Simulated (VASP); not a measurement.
## A VASP study of RbAgBr2 (optB86b-vdW): structure first, properties next

What structure does RbAgBr2 take at this level, and what are its properties? The steps: rough relaxation of the start cell, full relaxation (optB86b-vdW), density, ELF and potential (optB86b-vdW), bands along the symmetry lines (optB86b-vdW), total and projected DOS (optB86b-vdW), band structure (r2SCAN), zone-centre phonons (optB86b-vdW), core-level energies (optB86b-vdW) and relaxing the atoms (optB86b-vdW), changed input. The cell is invented: it takes the structure of a Materials Project entry for RbBr (space group 221 there), with some of its atoms replaced by other elements, volume scaled by an estimate. It may not be a known or stable phase.

Main program and level: VASP 6.6.1; optB86b-vdW; plane waves and PAW (Ag, Rb_sv, Br), in the first sound run; inputs show where later runs differ.

**1. The starting structure**

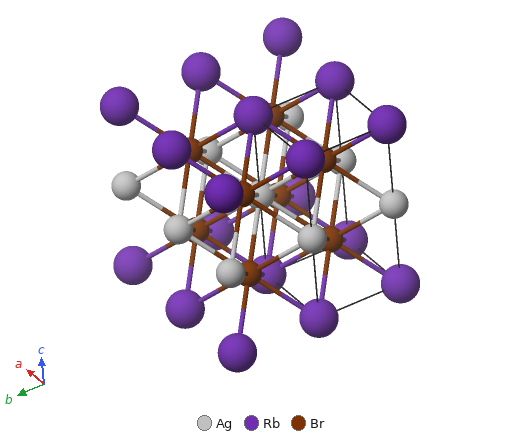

Start, viewed from a free direction; silver light grey, rubidium purple, bromine brown. 2×2×1 cells are drawn. Some periodic images of atoms are drawn too.

As a file:

```xyz
4
Lattice="3.9089 0.0000 0.0000 0.0000 3.9089 0.0000 0.0000 0.0000 7.8177" Properties=species:S:1:pos:R:3 pbc="T T T"
Ag    0.0000    0.0000    3.9089
Rb    0.0000    0.0000    0.0000
Br    1.9544    1.9544    5.8633
Br    1.9544    1.9544    1.9544
```

**2. Rough relaxation of the start cell**

The start is only an estimate, so a cheap relaxation brings it near a minimum before any careful run. optB86b-vdW pairs nonlocal correlation with a less repulsive exchange of B86b form. LUSE_VDW switches on a nonlocal correlation term for dispersion.

Contents of INCAR:

```
SYSTEM = RbAgBr2
PREC = Normal
ENCUT = 400
EDIFF = 1E-05
NELM = 60
ISMEAR = -1
SIGMA = 0.05
LREAL = .FALSE.
ALGO = Fast
GGA = MK
AGGAC = 0
LUSE_VDW = .TRUE.
PARAM1 = 0.1234
PARAM2 = 1
LASPH = .TRUE.
NBANDS = 23
LORBIT = 11
LWAVE = .FALSE.
LCHARG = .FALSE.
KPAR = 2
IBRION = 2
NSW = 40
ISIF = 3
EDIFFG = -0.04
```

Contents of POSCAR:

```
RbAgBr2
1.0
    3.9088570000      0.0000000000      0.0000000000
    0.0000000000      3.9088570000      0.0000000000
    0.0000000000      0.0000000000      7.8177140000
Ag Rb Br
1 1 2
Direct
    0.0000000000      0.0000000000      0.5000000000
    0.0000000000      0.0000000000      0.0000000000
    0.5000000000      0.5000000000      0.7500000000
    0.5000000000      0.5000000000      0.2500000000
```

Contents of KPOINTS:

```
Automatic mesh
0
Gamma
4 4 2
0 0 0
```

PAW data sets: Ag, Rb_sv and Br (PBE family, release 64).

Started as:

```
> mpirun -np 2 vasp_std
```

Log:

```text
[banner, memory and clock lines left out]
running    2 mpi-ranks, on    1 nodes
 distrk:  each k-point on    1 cores,    2 groups
 distr:  one band on    1 cores,    1 groups

 POSCAR found type information on POSCAR AgRbBr
 POSCAR found :  3 types and       4 ions
|                                                                             |
|               ----> ADVICE to this user running VASP <----                  |
|                                                                             |
|     You have switched on vdW-DFT.                                           |
|     This routine was written and supplied by Jiri Klimes. We recommend      |
|     that you carefully read and cite the following publications:            |
|       J. Klimes, D.R. Bowler, A. Michelides                                 |
|          J. Phys.: Cond Matt. 22 022201 (2010)                              |
|       J. Klimes, D.R. Bowler, A. Michelides                                 |
|          Phys. Rev. B. 83, 195131 (2011)                                    |
|     and references therein.                                                 |
|                                                                             |

|                                                                             |
|               ----> ADVICE to this user running VASP <----                  |
|                                                                             |
|     You enforced a specific xc type in the INCAR file but a different       |
|     [... a line on the potential file left out ...]
|     I HOPE YOU KNOW WHAT YOU ARE DOING!                                     |
|                                                                             |

 LDA part: xc-table for (Slater+PW92), standard interpolation
 POSCAR, INCAR and KPOINTS ok, starting setup
 FFT: planning ... GRIDC
 FFT: planning ... GRID_SOFT
 FFT: planning ... GRID
 WAVECAR not read
 entering main loop
       N       E                     dE             d eps       ncg     rms          rms(c)
DAV:   1     0.189128727001E+03    0.18913E+03   -0.13232E+04   552   0.107E+03
DAV:   2     0.851999572088E+01   -0.18061E+03   -0.17220E+03   667   0.224E+02
DAV:   3    -0.237055831458E+01   -0.10891E+02   -0.10843E+02   739   0.571E+01
DAV:   4    -0.260724955084E+01   -0.23669E+00   -0.23658E+00   793   0.763E+00
DAV:   5    -0.261053857623E+01   -0.32890E-02   -0.32888E-02   730   0.796E-01    0.469E+00
RMM:   6    -0.192084302388E+01    0.68970E+00   -0.11607E+00   552   0.459E+00    0.319E+00
RMM:   7    -0.185000560112E+01    0.70837E-01   -0.44264E-01   558   0.236E+00    0.145E+00
RMM:   8    -0.184831594561E+01    0.16897E-02   -0.32103E-02   584   0.905E-01    0.591E-01
RMM:   9    -0.184849387414E+01   -0.17793E-03   -0.98403E-03   566   0.638E-01    0.126E-01
RMM:  10    -0.184863027847E+01   -0.13640E-03   -0.20083E-03   599   0.207E-01    0.654E-02
RMM:  11    -0.184879739624E+01   -0.16712E-03   -0.56266E-04   604   0.118E-01    0.313E-02
RMM:  12    -0.184881156794E+01   -0.14172E-04   -0.17688E-04   556   0.509E-02    0.116E-02
RMM:  13    -0.184881631339E+01   -0.47455E-05   -0.45578E-05   431   0.247E-02
   1 F= -.18488163E+01 E0= -.18488163E+01  d E =-.184882E+01
 curvature:   0.00 expect dE= 0.000E+00 dE for cont linesearch  0.000E+00
 trial: gam= 0.00000 g(F)=  0.574E-01 g(S)=  0.536E-01 ort = 0.000E+00 (trialstep = 0.100E+01)
 search vector abs. value=  0.111E+00
 bond charge predicted
       N       E                     dE             d eps       ncg     rms          rms(c)
DAV:   1    -0.245708498240E+01   -0.60827E+00   -0.14303E+01   552   0.263E+01    0.441E+00
RMM:   2    -0.199101693935E+01    0.46607E+00   -0.15123E+00   552   0.797E+00    0.143E+00
RMM:   3    -0.194595331393E+01    0.45064E-01   -0.26618E-01   552   0.274E+00    0.847E-01
RMM:   4    -0.194282269076E+01    0.31306E-02   -0.23198E-02   576   0.903E-01    0.314E-01
RMM:   5    -0.194274679878E+01    0.75892E-04   -0.82567E-03   591   0.487E-01    0.140E-01
RMM:   6    -0.194283678291E+01   -0.89984E-04   -0.15375E-03   622   0.213E-01    0.500E-02
RMM:   7    -0.194289009401E+01   -0.53311E-04   -0.45990E-04   634   0.110E-01    0.193E-02
RMM:   8    -0.194290615908E+01   -0.16065E-04   -0.15319E-04   534   0.536E-02    0.874E-03
RMM:   9    -0.194291400415E+01   -0.78451E-05   -0.60413E-05   401   0.262E-02
   2 F= -.19429140E+01 E0= -.19429140E+01  d E =-.940977E-01
[...]
3 F= -.19980667E+01 E0= -.19980667E+01  d E =-.149250E+00
[...]
4 F= -.20093188E+01 E0= -.20093188E+01  d E =-.160502E+00
[...]
5 F= -.20679610E+01 E0= -.20679610E+01  d E =-.586422E-01
[...]
6 F= -.20888877E+01 E0= -.20888877E+01  d E =-.795689E-01
[...]
7 F= -.20889108E+01 E0= -.20889108E+01  d E =-.795920E-01
 curvature:  -1.95 expect dE=-0.787E-02 dE for cont linesearch -0.911E-08
 trial: gam=-0.01921 g(F)=  0.225E-03 g(S)=  0.380E-02 ort = 0.198E-04 (trialstep = 0.159E+01)
 search vector abs. value=  0.406E-02
 bond charge predicted
       N       E                     dE             d eps       ncg     rms          rms(c)
DAV:   1    -0.212891670746E+01   -0.40002E-01   -0.13151E+00   566   0.780E+00    0.120E+00
RMM:   2    -0.209745379942E+01    0.31463E-01   -0.80476E-02   552   0.192E+00    0.486E-01
RMM:   3    -0.209248926989E+01    0.49645E-02   -0.16078E-02   552   0.682E-01    0.281E-01
RMM:   4    -0.209164520492E+01    0.84406E-03   -0.24583E-03   571   0.291E-01    0.753E-02
RMM:   5    -0.209161889765E+01    0.26307E-04   -0.65303E-04   588   0.153E-01    0.390E-02
RMM:   6    -0.209162245185E+01   -0.35542E-05   -0.16227E-04   566   0.747E-02    0.119E-02
RMM:   7    -0.209162761734E+01   -0.51655E-05   -0.44867E-05   430   0.301E-02
   8 F= -.20916276E+01 E0= -.20916276E+01  d E =-.271681E-02
 trial-energy change:   -0.002717  1 .order   -0.002991   -0.006422    0.000440
 step:   1.4633(harm=  1.4921)  dis= 0.00463  next Energy=    -2.091646 (dE=-0.274E-02)
 reached required accuracy - stopping structural energy minimisation
```

The job ended after 2.7 min (2 MPI ranks of AMD EPYC 7R43, shared host; peak memory 0.53 GiB; 5.4 min of CPU time).

The logs omit lines about the potential files and the build; timing stands in the text.

Parts of OUTCAR (step 2):

```text
ion  position               nearest neighbor table
   1  0.000  0.000  0.500-   2 3.91   2 3.91
   2  0.000  0.000  0.000-   3 3.39   4 3.39   3 3.39   4 3.39   3 3.39   4 3.39   3 3.39   4 3.39
                             1 3.91   1 3.91
   3  0.500  0.500  0.750-   2 3.39   2 3.39   2 3.39   2 3.39
   4  0.500  0.500  0.250-   2 3.39   2 3.39   2 3.39   2 3.39

  LATTYP: Found a simple tetragonal cell.
 ALAT       =     3.9088570000
 C/A-ratio  =     2.0000000000

 Subroutine GETGRP returns: Found 16 space group operations
 (whereof 16 operations were pure point group operations)

The static configuration has the point symmetry D_4h.

 Found     12 irreducible k-points:

   k-points           NKPTS =     12   k-points in BZ     NKDIM =     12   number of bands    NBANDS=     23

   dimension x,y,z NGX =    20 NGY =   20 NGZ =   40
   dimension x,y,z NGXF=    40 NGYF=   40 NGZF=   80

   ENCUT  =  400.0 eV  29.40 Ry    5.42 a.u.   6.37  6.37 12.75*2*pi/ulx,y,z

   NELECT =      34.0000    total number of electrons

 k-points in reciprocal lattice and weights: Automatic mesh
   0.00000000  0.00000000  0.00000000       0.031
   0.25000000  0.00000000  0.00000000       0.125
   0.50000000  0.00000000  0.00000000       0.062
   0.25000000  0.25000000  0.00000000       0.125
   0.50000000  0.25000000  0.00000000       0.125
   0.50000000  0.50000000  0.00000000       0.031
   0.00000000  0.00000000  0.50000000       0.031
   0.25000000  0.00000000  0.50000000       0.125
   0.50000000  0.00000000  0.50000000       0.062
   0.25000000  0.25000000  0.50000000       0.125
   0.50000000  0.25000000  0.50000000       0.125
   0.50000000  0.50000000  0.50000000       0.031

 average (electrostatic) potential at core
       1 -75.3385       2 -36.3924       3 -62.4558       4 -62.4558

 E-fermi :   2.3320

 k-point     1 :       0.0000    0.0000    0.0000
  band No.  band energies     occupation
    ...
     13       0.6588      2.00000
     14       0.6588      2.00000
     15       0.6863      2.00000
     16       1.3099      2.00000
     17       1.3099      2.00000
     18       3.1621      0.00000
     19       6.5912      0.00000
     20       6.8086      0.00000
     21       6.9499      0.00000
     22       9.5377      0.00000
    ...

 k-point     2 :       0.2500    0.0000    0.0000
  band No.  band energies     occupation
    ...
     13      -0.2000      2.00000
     14       0.0197      2.00000
     15       1.0314      2.00000
     16       1.0476      2.00000
     17       1.2406      2.00000
     18       4.4967      0.00000
     19       6.4344      0.00000
     20       7.8523      0.00000
     21       8.1257      0.00000
     22       8.4673      0.00000
    ...

 k-point     3 :       0.5000    0.0000    0.0000
  band No.  band energies     occupation
    ...
     13      -0.5652      2.00000
     14      -0.2253      2.00000
     15       1.0436      2.00000
     16       1.1516      2.00000
     17       1.3487      2.00000
     18       4.5358      0.00000
     19       7.0949      0.00000
     20       7.8256      0.00000
     21       8.5543      0.00000
     22       9.6364      0.00000
    ...

Total vdW correction in eV:      6.5564067

  Total       -0.1081224     -0.1081224     -0.0312962      0.0000000     -0.0000000      0.0000000
  in kB       -1.5692131     -1.5692131     -0.4542119      0.0000000     -0.0000000      0.0000000
  external PRESSURE =      -1.1975460 kB  Pullay stress =       0.0000000 kB

  energy-cutoff  :      400.00
  volume of cell :      110.39
      direct lattice vectors                 reciprocal lattice vectors
     3.769326796 -0.000000000 -0.000000000     0.265299364  0.000000000 -0.000000000
     0.000000000  3.769326796  0.000000000     0.000000000  0.265299364 -0.000000000
     0.000000000  0.000000000  7.769924506     0.000000000  0.000000000  0.128701379

 POSITION                                       TOTAL-FORCE (eV/Angst)
 -----------------------------------------------------------------------------------
      3.76933      3.76933      3.88496         0.000000      0.000000      0.000000
      3.76933      3.76933      0.00000         0.000000     -0.000000      0.000000
      1.88466      1.88466      5.61601        -0.000000     -0.000000     -0.010919
      1.88466      1.88466      2.15392         0.000000      0.000000      0.010919
 -----------------------------------------------------------------------------------
    total drift:                                0.000000      0.000000      0.000000

  FREE ENERGIE OF THE ION-ELECTRON SYSTEM (eV)
  ---------------------------------------------------
  free  energy   TOTEN  =        -2.0916276173 eV

  energy  without entropy=       -2.0916276102  energy(sigma->0) =       -2.09162761

Total vdW correction in eV:      6.5563570

 reached required accuracy - stopping structural energy minimisation

 total charge
# of ion       s       p       d       tot
------------------------------------------
    1        0.162   0.094   9.365   9.621
    2        1.941   5.360   0.034   7.335
    3        1.622   3.243   0.009   4.874
    4        1.622   3.243   0.009   4.874
--------------------------------------------------
tot          5.348  11.940   9.416  26.704

[... 3 further parts left out ...]
```

CONTCAR:

```
RbAgBr2
   1.00000000000000
     3.7693267963439374   -0.0000000000000000   -0.0000000000000000
     0.0000000000000000    3.7693267963439374    0.0000000000000000
     0.0000000000000000    0.0000000000000000    7.7699245058676105
  Ag              Rb              Br
     1     1     2
Direct
     1.0000000000000000    1.0000000000000000    0.5000000000000000
     1.0000000000000000    1.0000000000000000    0.0000000000000000
     0.5000000000000000    0.5000000000000000    0.7227878188659875
     0.5000000000000000    0.5000000000000000    0.2772121811340124
```

The gap is read on the k-mesh alone, so it is an upper bound where the band edges lie off the mesh. This relaxation is a rough one on cheap settings, only to bring the start near its minimum. The PAW data sets were made with PBE, which is usual practice but a small mismatch for other functionals. The run keeps the 16 symmetry operations of its start, so it cannot find a distortion of lower symmetry.

The steps of the relaxation:

```
step  energy less that of the first step (eV)  largest force (eV/Å)  pressure (GPa)  volume (Å³)
   1                                   0.0000                0.7713           -1.63       119.45
   2                                  -0.0941                0.7185           -0.75       114.27
   3                                  -0.1493                0.4468            2.44       103.02
   4                                  -0.1605                0.5659            1.20       106.47
   5                                  -0.2191                0.2704            0.67       107.80
   6                                  -0.2401                0.0338            0.25       109.19
   7                                  -0.2401                0.0483            0.28       109.24
   8                                  -0.2428                0.0109           -0.12       110.39
```

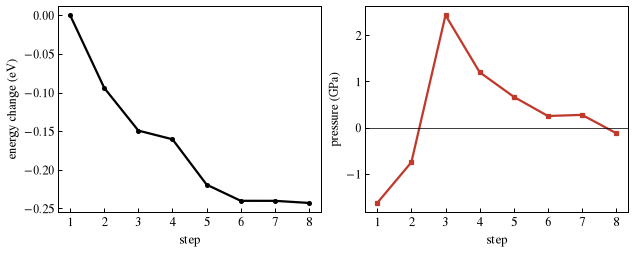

Energy and pressure along the relaxation.

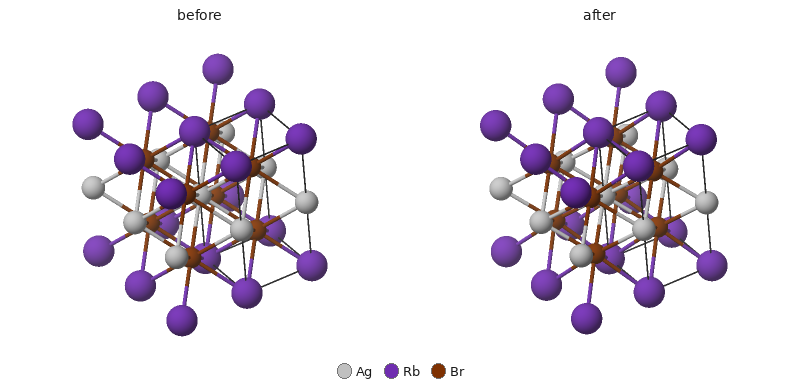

Before and after, at one scale.

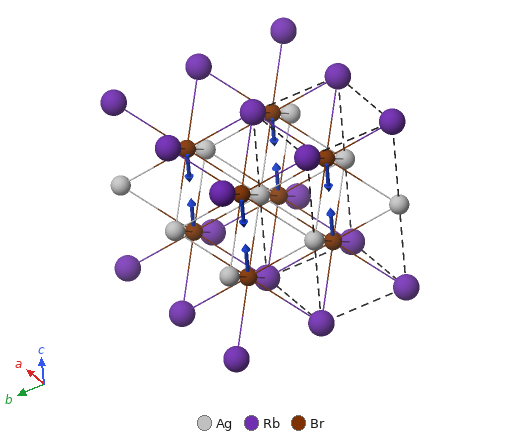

Displacements in the relaxation, exaggerated, measured against the changing cell; the longest in the cell stands for 0.21 Å. 2×2×1 cells are drawn. Some periodic images of atoms are drawn too.

```
conventional cell, symmetrised  before  after  change
                         a (Å)   3.909  3.769  -3.6 %
                         b (Å)   3.909  3.769  -3.6 %
                         c (Å)   7.818  7.770  -0.6 %
              volume (Å³/atom)   29.86  27.60  -7.6 %
```

The atoms that moved most (Å, as changes of fractional coordinates times the final cell):

```
atom     dx     dy      dz  length
 Br3  0.000  0.000  -0.211   0.211
 Br4  0.000  0.000   0.211   0.211
```

The relaxed structure:

```cif
data_structure
_symmetry_space_group_name_H-M 'P 1'
_symmetry_Int_Tables_number 1
_cell_length_a 3.7693
_cell_length_b 3.7693
_cell_length_c 7.7699
_cell_angle_alpha 90.000
_cell_angle_beta 90.000
_cell_angle_gamma 90.000
_cell_volume 110.39
loop_
_atom_site_label
_atom_site_type_symbol
_atom_site_fract_x
_atom_site_fract_y
_atom_site_fract_z
_atom_site_occupancy
Ag1 Ag 0.00000 0.00000 0.50000 1
Rb2 Rb 0.00000 0.00000 0.00000 1
Br3 Br 0.50000 0.50000 0.72279 1
Br4 Br 0.50000 0.50000 0.27721 1
```

A gap read on the k-mesh alone can miss the band edges.

This step gave:

```
electrons                       : 34
bands                           : 23
irreducible k-points            : 12
symmetry operations             : 16
free energy (TOTEN)             : -2.092 eV
Fermi energy                    : 2.332 eV
pressure                        : -0.1198 GPa
metallic                        : no
valence top at k                : 0.5, 0, 0.5
conduction bottom at k          : 0, 0, 0
least direct gap at k           : 0, 0, 0
SCF cycles over all ionic steps : 68
gap on the k-mesh               : 1.724 eV
least direct gap on the k-mesh  : 1.852 eV
```

It ends with a largest force of 0.011 eV/Å and a pressure of -0.12 GPa.

[end of part 1 of 5]

[Lines on the potential files, build, host, timing and source positions are cut from VASP's logs without a mark.]

[Logs are printed without paths, hosts, clocks, repeated set-up lines and the standing remarks that a program may print on its own settings, such as how far it seeks lower states.]

[Hosts, paths, dates, database ids (printed as entryN), source tags and the programs' standing remarks are cut or masked in the printed files.]

[A measured line is paired with the nearest computed mode of its activity, which favours agreement.]
